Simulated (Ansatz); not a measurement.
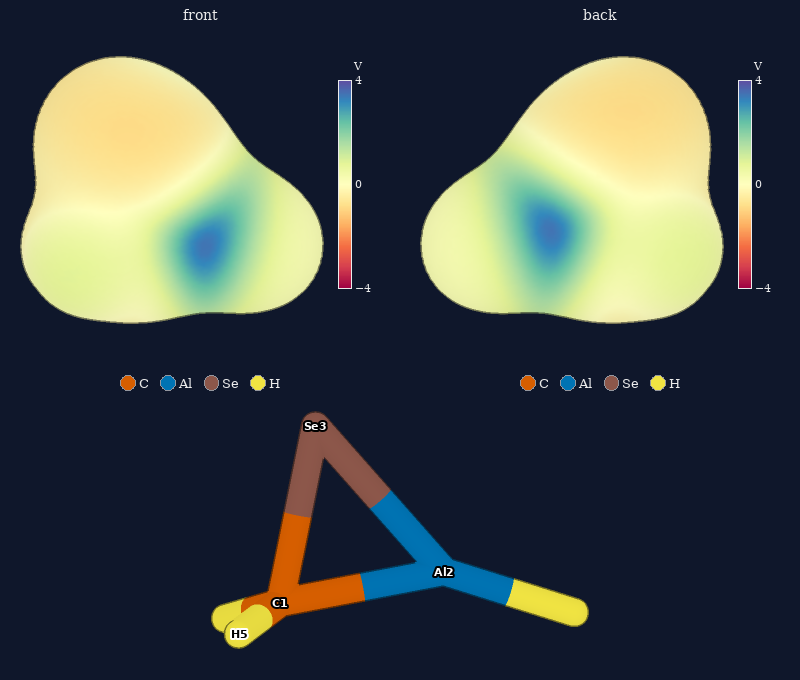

CH3AlSe (SMILES [CH2]1[AlH][Se]1). The electrostatic potential painted on the density surface at 0.002 e/bohr³, seen from the front and from behind; red is negative and blue positive. The bare structure is drawn below in the same view.

Geometry: PBE0-D4/def2-TZVP.

All numbers below come from RKS PBE0-D4/def2-TZVPP (Ansatz).

```xyz
6

C    -0.2277   -0.0878   -0.7818
Al    0.2424    0.4191    1.0046
Se    0.4769   -1.6992    0.3086
H    -1.2531   -0.2717   -1.0909
H     0.4210    0.0920   -1.6348
H     0.3826    1.4837    2.1482
```

Question: Describe the electrostatic potential map.

Answer: The most negative region (about −0.9 V) lies over Se3, the most positive (about +3.4 V) over Al2.
